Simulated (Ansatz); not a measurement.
# Fields on a plane of CsI (CsCl type)

```
CsI
1.0
    4.61137     0.00000     0.00000
    0.00000     4.61137     0.00000
    0.00000     0.00000     4.61137
Cs I
1 1
Cartesian
  0.00000   0.00000   0.00000
  2.30568   2.30568   2.30568
```

The slice is a {100} plane (indices of the conventional cell) through the point (0.000, 0.000, 0.000) (fractional), spanned by u = [100] and v = [010] in vectors of this cell: u (4.61 Å) and v (4.61 Å, at 90° to u). It covers one period; positions are fractions (u, v).

Atoms on it: Cs at (0.00, 0.00).

The numbers are results of r2SCAN (plane waves to 500 eV, PAW, scalar-relativistic; Ansatz, a program for electronic structure), not measurements. k mesh 7×7×7. These are valence fields of a PAW run, semicore shells included where kept as valence: close to a nucleus they are smooth pseudo fields. CsI was relaxed with its symmetry unable to fall. Spin-orbit coupling is left out, though I is heavy.

```tsv
v \ u	0.00	0.12	0.25	0.38	0.50	0.62	0.75	0.88
0.92	-0.2	0.1	-0.4	-1.4	-2.0	-1.4	-0.4	0.1
0.83	0.1	-0.1	-0.7	-1.6	-1.9	-1.6	-0.7	-0.1
0.75	-0.3	-0.6	-1.2	-1.7	-1.8	-1.7	-1.2	-0.6
0.67	-1.0	-1.2	-1.6	-1.7	-1.7	-1.7	-1.6	-1.2
0.58	-1.7	-1.7	-1.8	-1.7	-1.6	-1.7	-1.8	-1.7
0.50	-2.0	-2.0	-1.8	-1.6	-1.6	-1.6	-1.8	-2.0
0.42	-1.7	-1.7	-1.8	-1.7	-1.6	-1.7	-1.8	-1.7
0.33	-1.0	-1.2	-1.6	-1.7	-1.7	-1.7	-1.6	-1.2
0.25	-0.3	-0.6	-1.2	-1.7	-1.8	-1.7	-1.2	-0.6
0.17	0.1	-0.1	-0.7	-1.6	-1.9	-1.6	-0.7	-0.1
0.08	-0.2	0.1	-0.4	-1.4	-2.0	-1.4	-0.4	0.1
0.00	-3.0	0.0	-0.3	-1.3	-2.0	-1.3	-0.3	0.0
```

Values: log₁₀ of the valence density in e/Å³. The scale is logarithmic, as a density can span decades between atoms and voids; values under 0.001 e/Å³ are set to 0.001.

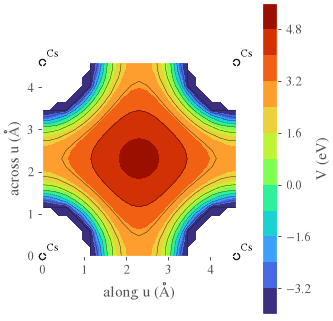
Figure: Electrostatic potential energy of an electron, from the cell's mean, in eV, one period of the plane, atoms marked. Points within 1 Å of a nucleus are left white, as the pseudised field means little there. Values under -4 eV are set to -4. The zero, the cell's mean, hangs on the PAW cores.
